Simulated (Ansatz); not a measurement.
**AlClH4N2: molecular dynamics**

Aim: follow the molecule's vibrations and see whether its bonds hold. The start is relaxed first. Runs: 500 steps of 0.5 fs under a Langevin thermostat at 700 K.

Program: Ansatz 0.2.0. Level of theory: RKS PBE-D4/def2-SVP. These are calculated values, not measurements.

## Step 1: Starting point

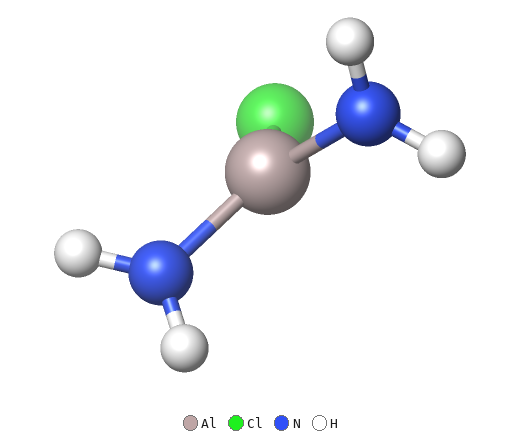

Start, viewed from a free direction; aluminium light grey, chlorine green, nitrogen blue, hydrogen white.

Coordinates:

```xyz
8

Al    0.0000    0.0000    0.0000
Cl    0.0000    0.0000    2.2300
N     1.6627    0.0000   -0.9600
H     2.1293   -0.9179   -1.2118
H     2.1141    0.9179   -1.2382
N    -1.6627    0.0000   -0.9600
H    -2.3316   -0.8164   -0.8614
H    -1.9118    0.8164   -1.5886
```

## Step 2: Relaxing the start

Contents of input.yaml:

```yaml
crystal:
  periodic: [false, false, false]
  atoms:
    - { symbol: Al, position_ang: [0.0, 0.0, 0.0] }
    - { symbol: Cl, position_ang: [0.0, 0.0, 2.23] }
    - { symbol: "N", position_ang: [1.6627, 0.0, -0.96] }
    - { symbol: H, position_ang: [2.1293, -0.9179, -1.2118] }
    - { symbol: H, position_ang: [2.1141, 0.9179, -1.2382] }
    - { symbol: "N", position_ang: [-1.6627, 0.0, -0.96] }
    - { symbol: H, position_ang: [-2.3316, -0.8164, -0.8614] }
    - { symbol: H, position_ang: [-1.9118, 0.8164, -1.5886] }
basis:
  gaussian: { orbitals: def2-SVP }
hamiltonian:
  xc: pbe
  dispersion: d4
relax:
  f_tol: 0.02
  max_steps: 40
```

Launch:

```
$ ansatz run input.yaml --threads 2 --pin off --max-ram 3072MiB --backend cpu --events-out ev --progress --plain --runs-dir out
```

What it wrote, cut to the lines that bear on the results:

```text
Warning: RAYON_NUM_THREADS=2 ignored (pool sized by the plan → 2); use --threads N
[...]
Functional definition: PBE
[...]
964 factors; their error is unknown
[...]
mean field -22146.54144391 eV, -813.8703865986 hartree, gradient 4.9e-5 eV, S^2 0.000000; 0 other end points of the search recorded, 0 dependent functions left out
[...]
reference -22146.54148407 eV, -813.8703880748 hartree; 24, 24 occupied and 60, 60 virtual orbitals, 964 factors
relax step   1: F+E_penalty+E_count = -22146.68176581 eV  Δ(F+E_penalty+E_count) = +0.000e0 eV  max|allowed force component| = 1.693e0 eV/Å  Δτ_max = 0.0000 Å  (26 SCF iters, accepted)
[...]
relax step   4: F+E_penalty+E_count = -22147.67932005 eV  Δ(F+E_penalty+E_count) = -1.170e-1 eV  max|allowed force component| = 6.733e-1 eV/Å  Δτ_max = 0.1962 Å  (27 SCF iters, accepted)
[...]
relax step   7: F+E_penalty+E_count = -22147.86952915 eV  Δ(F+E_penalty+E_count) = -4.897e-2 eV  max|allowed force component| = 2.472e-1 eV/Å  Δτ_max = 0.2000 Å  (27 SCF iters, accepted)
[...]
relax step  10: F+E_penalty+E_count = -22147.92179842 eV  Δ(F+E_penalty+E_count) = +3.029e-3 eV  max|allowed force component| = 5.614e-1 eV/Å  Δτ_max = 0.0859 Å  (27 SCF iters, rejected (line search))
[...]
relax step  13: F+E_penalty+E_count = -22147.92804565 eV  Δ(F+E_penalty+E_count) = -4.454e-4 eV  max|allowed force component| = 4.980e-2 eV/Å  Δτ_max = 0.0044 Å  (29 SCF iters, accepted)
[...]
relax step  14: F+E_penalty+E_count = -22147.92808224 eV  Δ(F+E_penalty+E_count) = -3.659e-5 eV  max|allowed force component| = 1.072e-3 eV/Å  Δτ_max = 0.0027 Å  (23 SCF iters, accepted)
964 factors; their error is unknown
[...]
mean field -22147.77617696 eV, -813.9157622014 hartree, gradient 1.3e-5 eV, S^2 0.000000; 1 other end points of the search recorded, 0 dependent functions left out
[...]
reference -22147.77621366 eV, -813.9157635499 hartree; 24, 24 occupied and 60, 60 virtual orbitals, 964 factors
Total energy: -22147.92811894 eV, -813.9213459661 hartree
Atom 0 at    -0.002576     0.026141    -0.076071 Å, force     0.000476     0.000087    -0.000911 eV/Å
Atom 1 at    -0.013970     0.137406     2.041489 Å, force     0.000084    -0.000041    -0.000571 eV/Å
Atom 2 at     1.561501     0.100611    -0.913910 Å, force    -0.001072    -0.000169    -0.000297 eV/Å
Atom 3 at     1.706713     0.057009    -1.923697 Å, force     0.000765     0.000241     0.000096 eV/Å
Atom 4 at     2.457514     0.194917    -0.432982 Å, force     0.000052    -0.000054     0.000833 eV/Å
Atom 5 at    -1.557770    -0.136502    -0.917931 Å, force     0.000693     0.000036     0.000599 eV/Å
Atom 6 at    -2.458613    -0.180391    -0.438788 Å, force    -0.000640     0.000087     0.000582 eV/Å
Atom 7 at    -1.692799    -0.199193    -1.928109 Å, force    -0.000358    -0.000187    -0.000332 eV/Å
Dipole moment:     0.002934    -0.029096    -0.552517 e Å
```

Wall time 16 s (2 threads of Arm Neoverse V2, shared host); peak memory 0.12 GiB.

Step by step:

```csv
step,energy from step 1 (eV),largest force component (eV/Å)
1,0.0000,1.6928
2,-0.6235,1.1147
3,-0.8805,0.8116
4,-0.9976,0.6733
5,-1.0789,0.3293
6,-1.1388,0.3163
7,-1.1878,0.2472
8,-1.2186,0.1767
9,-1.2431,0.0396
10x,-1.2400,0.5614
11,-1.2449,0.0143
12,-1.2458,0.1678
13,-1.2463,0.0498
14,-1.2463,0.0011
```

Step 1 is the start. 1 step was tried and not accepted (10; marked x where the table lists them).

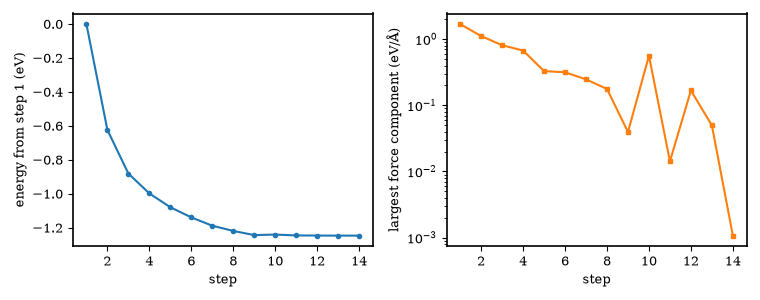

How energy and force went from step to step.

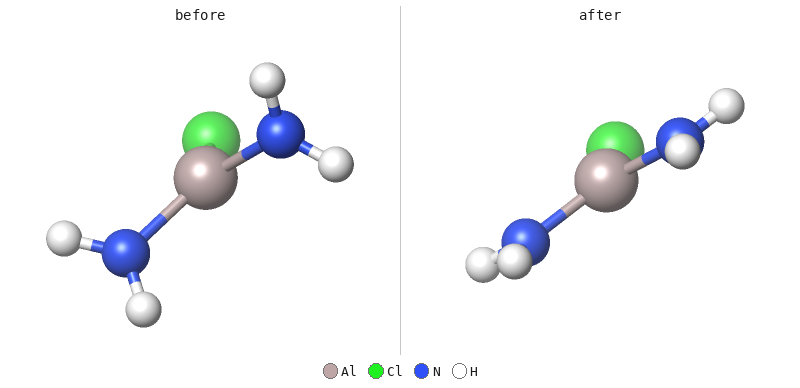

The structure before (left) and after (right), drawn at the same scale.

After: Bond lengths: Al1–Cl2 2.121 Å, Al1–N3 1.776 Å, N3–H4 1.021 Å, N3–H5 1.021 Å, Al1–N6 1.776 Å, N6–H7 1.021 Å, N6–H8 1.021 Å. Angles: Cl2–Al1–N3 118.3°, Cl2–Al1–N6 118.3°, N3–Al1–N6 123.5°, Al1–N3–H4 126.2°, Al1–N3–H5 123.7°, H4–N3–H5 110.2°, Al1–N6–H7 123.6°, Al1–N6–H8 126.2°, H7–N6–H8 110.2°.

## Step 3: Dynamics

500 steps of 0.5 fs under a Langevin thermostat at 700 K, from the relaxed start.

Contents of input.yaml:

```yaml
crystal:
  periodic: [false, false, false]
  atoms:
    - { symbol: Al, position_ang: [-0.002576, 0.026141, -0.076071] }
    - { symbol: Cl, position_ang: [-0.01397, 0.137406, 2.041489] }
    - { symbol: "N", position_ang: [1.561501, 0.100611, -0.91391] }
    - { symbol: H, position_ang: [1.706713, 0.057009, -1.923697] }
    - { symbol: H, position_ang: [2.457514, 0.194917, -0.432982] }
    - { symbol: "N", position_ang: [-1.55777, -0.136502, -0.917931] }
    - { symbol: H, position_ang: [-2.458613, -0.180391, -0.438788] }
    - { symbol: H, position_ang: [-1.692799, -0.199193, -1.928109] }
basis:
  gaussian: { orbitals: def2-SVP }
hamiltonian:
  xc: pbe
  dispersion: d4
md:
  timestep: 0.5
  n_steps: 500
  ensemble: nvt_langevin
  temperature: 700.0
  initial_velocities: maxwell_boltzmann
  seed: 981396
  friction: 0.05
```

Launch:

```
$ ansatz run input.yaml --threads 2 --pin off --max-ram 3072MiB --backend cpu --events-out ev --progress --plain --runs-dir out
```

What it wrote, cut to the lines that bear on the results:

```text
Warning: RAYON_NUM_THREADS=2 ignored (pool sized by the plan → 2); use --threads N
[...]
Functional definition: PBE
[...]
964 factors; their error is unknown
[...]
mean field -22147.77617757 eV, -813.9157622239 hartree, gradient 3.0e-5 eV, S^2 0.000000; 0 other end points of the search recorded, 0 dependent functions left out
[...]
reference -22147.77621424 eV, -813.9157635713 hartree; 24, 24 occupied and 60, 60 virtual orbitals, 964 factors
md step     0: t =     0.00 fs  T =   612.5 K  F+E_penalty+E_count = -22147.92808287 eV  E_kin = 0.633374 eV  (27 SCF iters)
[...]
md step    21: t =    10.50 fs  T =   561.0 K  F+E_penalty+E_count = -22147.50358504 eV  E_kin = 0.580100 eV  (30 SCF iters, 3 dispersion substeps)
[...]
md step    42: t =    21.00 fs  T =   689.5 K  F+E_penalty+E_count = -22147.24940874 eV  E_kin = 0.712958 eV  (29 SCF iters, 3 dispersion substeps)
[...]
md step    63: t =    31.50 fs  T =   686.4 K  F+E_penalty+E_count = -22147.29515443 eV  E_kin = 0.709763 eV  (30 SCF iters, 3 dispersion substeps)
[...]
md step    84: t =    42.00 fs  T =  1029.7 K  F+E_penalty+E_count = -22147.38875691 eV  E_kin = 1.064790 eV  (28 SCF iters, 3 dispersion substeps)
md step    85: t =    42.50 fs  T =  1090.1 K  F+E_penalty+E_count = -22147.37545052 eV  E_kin = 1.127202 eV  (30 SCF iters, 3 dispersion substeps)
```

## Step 4: The output, continued: dynamics from the start

Output, continued, cut to the lines that bear on the results:

```text
md step    86: t =    43.00 fs  T =  1011.4 K  F+E_penalty+E_count = -22147.35422123 eV  E_kin = 1.045917 eV  (29 SCF iters, 3 dispersion substeps)
[...]
md step   113: t =    56.50 fs  T =  1029.8 K  F+E_penalty+E_count = -22147.36294148 eV  E_kin = 1.064909 eV  (28 SCF iters, 3 dispersion substeps)
[...]
md step   140: t =    70.00 fs  T =   633.4 K  F+E_penalty+E_count = -22147.41663449 eV  E_kin = 0.654972 eV  (31 SCF iters, 3 dispersion substeps)
[...]
md step   167: t =    83.50 fs  T =   867.6 K  F+E_penalty+E_count = -22147.69165141 eV  E_kin = 0.897217 eV  (29 SCF iters, 3 dispersion substeps)
[...]
md step   194: t =    97.00 fs  T =   579.2 K  F+E_penalty+E_count = -22147.37399238 eV  E_kin = 0.598958 eV  (28 SCF iters, 3 dispersion substeps)
md step   195: t =    97.50 fs  T =   544.3 K  F+E_penalty+E_count = -22147.34060513 eV  E_kin = 0.562886 eV  (28 SCF iters, 3 dispersion substeps)
```

## Step 5: The output, continued: dynamics from the start

Output, continued, cut to the lines that bear on the results:

```text
md step   196: t =    98.00 fs  T =   573.9 K  F+E_penalty+E_count = -22147.31716028 eV  E_kin = 0.593421 eV  (28 SCF iters, 3 dispersion substeps)
[...]
md step   218: t =   109.00 fs  T =   654.9 K  F+E_penalty+E_count = -22147.46114654 eV  E_kin = 0.677267 eV  (28 SCF iters, 3 dispersion substeps)
[...]
md step   240: t =   120.00 fs  T =   786.1 K  F+E_penalty+E_count = -22147.34229839 eV  E_kin = 0.812930 eV  (29 SCF iters, 3 dispersion substeps)
[...]
md step   262: t =   131.00 fs  T =   973.1 K  F+E_penalty+E_count = -22147.45976613 eV  E_kin = 1.006218 eV  (29 SCF iters, 3 dispersion substeps)
[...]
md step   499: t =   249.50 fs  T =   693.6 K  F+E_penalty+E_count = -22147.27424985 eV  E_kin = 0.717266 eV  (30 SCF iters, 3 dispersion substeps)
[...]
md step   500: t =   250.00 fs  T =   683.2 K  F+E_penalty+E_count = -22147.35292896 eV  E_kin = 0.706454 eV  (28 SCF iters, 3 dispersion substeps)
Total energy: -22147.35296728 eV, -813.9002095324 hartree
Atom 0 at     0.186291    -0.016128     0.295609 Å, force     1.777242    -0.143754     0.728174 eV/Å
Atom 1 at    -0.348612     0.599207     2.318853 Å, force     0.329874     0.025064    -0.644992 eV/Å
Atom 2 at     2.043009    -0.159081    -0.276221 Å, force    -2.708445     0.808188    -0.782292 eV/Å
Atom 3 at     2.168363     0.621306    -0.974138 Å, force     0.068701    -0.726633     0.379415 eV/Å
Atom 4 at     2.635541     0.106317     0.492574 Å, force     0.728477     0.209842     0.877857 eV/Å
Atom 5 at    -1.183699    -0.722765    -0.537585 Å, force     1.310910    -2.105571    -1.860015 eV/Å
Atom 6 at    -2.139993    -0.495702    -0.483206 Å, force    -1.752606     0.632180     0.448379 eV/Å
Atom 7 at    -1.131525    -1.547633    -1.209771 Å, force     0.245847     1.300683     0.853473 eV/Å
Dipole moment:    -0.059363     0.068489    -0.467687 e Å
```

It took 7.8 min on 2 threads of Arm Neoverse V2, shared host; peak memory 0.12 GiB.

## Step 6: The trajectory

One step in 26; energies are changes from step 0:

```csv
time (fs),T (K),potential energy change (meV/atom)
0.0,612,0.0
13.0,419,57.9
26.0,578,100.6
39.0,647,86.0
52.0,859,62.3
65.0,803,52.3
78.0,342,63.1
91.0,430,86.9
104.0,566,65.4
117.0,576,76.9
130.0,1037,61.7
143.0,1081,50.4
156.0,680,99.2
169.0,1252,66.3
182.0,465,120.7
195.0,486,72.6
208.0,434,70.9
221.0,806,70.4
234.0,612,80.0
247.0,602,85.5
250.0,683,71.9
```

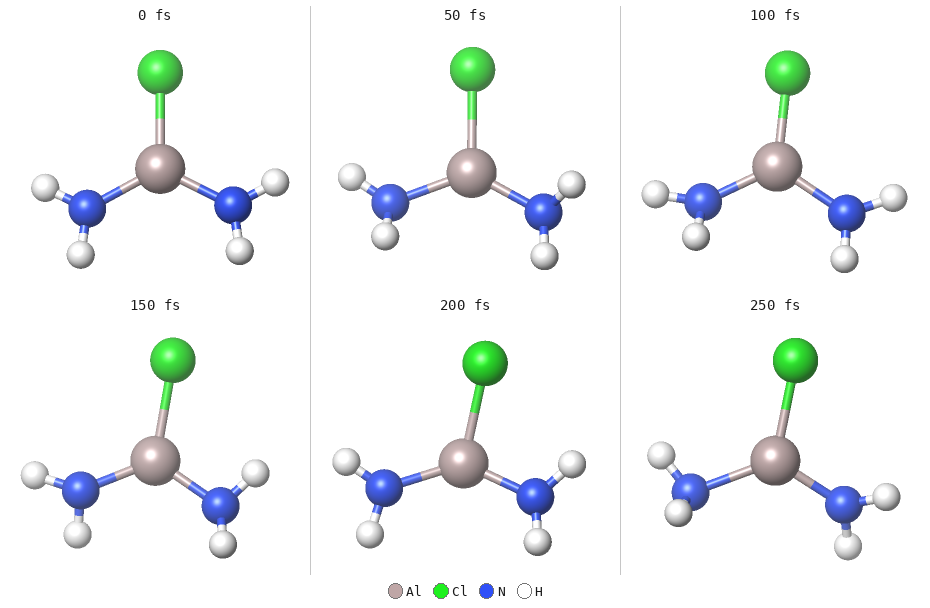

Six frames of the run, seen from a chosen angle. Sticks join atoms within a bonding distance in each frame.

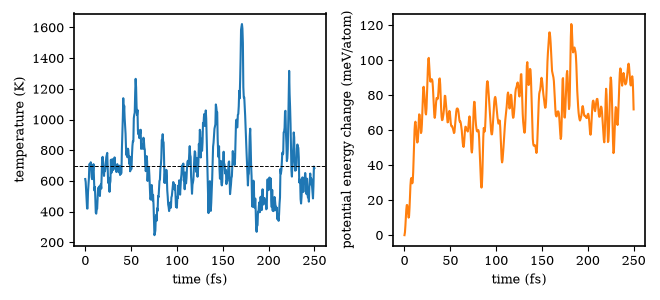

Traces against time; each panel has its own scale. The dashed line is the set temperature.

## Step 7: Snapshots as a file

Extended XYZ, with forces in eV/Å:

```xyz
8
time_fs=31.0 T=692 dE=0.6771
Al    0.057   -0.006   -0.119   -2.078    0.188    0.684
Cl    0.017    0.171    2.125   -0.007   -0.143   -1.441
N     1.724    0.106   -0.736   -0.772   -0.435    1.091
H     1.896    0.492   -1.647    0.598    0.418   -0.536
H     2.281    0.471    0.054    0.371    0.011   -0.694
N    -1.662   -0.007   -0.876   -0.685    0.563   -0.311
H    -2.339    0.598   -0.304    1.019   -1.080   -0.823
H    -2.177   -0.249   -1.808    1.554    0.478    2.031
8
time_fs=62.5 T=839 dE=0.4785
Al    0.077   -0.049    0.133    1.108    0.378   -1.107
Cl   -0.063    0.258    2.255    0.050   -0.197   -0.439
N     1.840    0.011   -0.617    0.136    0.460    1.806
H     2.240    0.419   -1.511   -0.755   -0.565    1.280
H     2.584    0.100    0.189   -1.545   -0.112   -1.979
N    -1.455   -0.229   -0.825   -0.688   -0.121    0.606
H    -2.459   -0.326   -0.501    1.509    0.187   -0.111
H    -1.471   -0.336   -1.842    0.186   -0.030   -0.057
8
time_fs=94.0 T=493 dE=0.5028
Al    0.178   -0.065    0.174    0.673   -0.206   -0.652
Cl   -0.096    0.270    2.177   -0.249    0.102    1.303
N     1.835   -0.001   -0.547    0.209    0.113    0.820
H     1.581    0.384   -1.438    0.311    0.345   -1.556
H     2.798    0.349   -0.323   -1.247   -0.399    0.138
N    -1.261   -0.318   -0.842   -0.849   -0.594   -2.105
H    -2.206   -0.666   -0.620    0.371    0.288    0.806
H    -1.313   -0.449   -1.895    0.779    0.350    1.248
8
time_fs=125.0 T=933 dE=0.6391
Al    0.274   -0.038    0.187   -0.847   -0.254   -0.352
Cl   -0.106    0.392    2.186    0.059    0.063    0.653
N     1.810    0.055   -0.587    1.893    0.136    0.498
H     2.244   -0.066   -1.471   -0.693   -0.295   -2.120
H     2.714    0.065   -0.131    0.275    0.262    1.537
N    -1.110   -0.409   -0.883   -1.226   -0.241    3.413
H    -1.962    0.044   -0.459    0.543   -0.542   -0.948
H    -0.918   -0.083   -1.778   -0.004    0.870   -2.681
8
time_fs=156.0 T=680 dE=0.7936
Al    0.374   -0.194    0.149    0.682    1.330    1.784
Cl   -0.102    0.456    2.161    0.148   -0.430   -0.388
N     1.977    0.092   -0.484   -1.664   -0.937   -2.783
H     2.029   -0.457   -1.393    0.487    0.824    1.052
H     2.801    0.030    0.023    2.430   -0.166    1.215
N    -0.967   -0.416   -0.871   -4.339    0.291   -1.970
H    -1.771   -0.410   -0.200    0.335   -0.265   -0.068
H    -1.540   -0.116   -1.733    1.920   -0.647    1.157
8
time_fs=187.5 T=308 dE=0.7796
Al    0.366   -0.262    0.177   -1.998    0.511   -0.303
Cl   -0.265    0.477    2.049    0.526    0.036    0.776
N     2.038   -0.048   -0.433   -0.238    0.171    0.962
H     2.391   -0.424   -1.332    0.401    0.480    0.909
H     2.671    0.407    0.301   -0.497   -0.931   -1.777
N    -1.267   -0.478   -0.652    2.128    0.326   -2.616
H    -2.262   -0.365   -0.509   -0.248   -0.034    0.891
H    -1.173   -0.259   -1.693   -0.074   -0.559    1.159
8
time_fs=219.0 T=913 dE=0.5290
Al    0.336   -0.247    0.245   -0.812    0.665   -0.440
Cl   -0.256    0.527    2.178    0.340   -0.356   -0.235
N     2.006    0.005   -0.362   -2.841   -0.885   -1.150
H     2.166    0.177   -1.344   -0.139   -0.120   -0.742
H     2.825    0.262    0.076    2.396    0.712    1.896
N    -1.277   -0.520   -0.611    2.485    0.502    0.788
H    -1.867   -0.529    0.204   -1.217   -0.106    0.301
H    -1.654   -0.972   -1.425   -0.211   -0.411   -0.417
8
time_fs=250.0 T=683 dE=0.5752
Al    0.186   -0.016    0.296    1.777   -0.144    0.728
Cl   -0.349    0.599    2.319    0.330    0.025   -0.645
N     2.043   -0.159   -0.276   -2.708    0.808   -0.782
H     2.168    0.621   -0.974    0.069   -0.727    0.379
H     2.635    0.106    0.493    0.729    0.210    0.878
N    -1.184   -0.723   -0.538    1.311   -2.106   -1.860
H    -2.140   -0.496   -0.483   -1.753    0.632    0.448
H    -1.131   -1.548   -1.210    0.246    1.301    0.854
```

## Step 8: What came out

```
                        quantity                           value
         relaxation of the start        12 moves, 1.246 eV lower
                          length             500 steps of 0.5 fs
temperature, first and last step                   612 and 683 K
        temperature, second half  mean 707 K, from 269 to 1622 K
   potential energy, second half     +78 meV/atom from the start
          bonds formed or broken                               0
```

In words: Against a set 700 K the second half averages 707 K with a spread of 251 K. The bonding pattern survives the run. A run of 250 fs with 8 atoms shows the motion but fixes no equilibrium value. The nuclei move classically, without zero-point motion, which matters most for hydrogen.
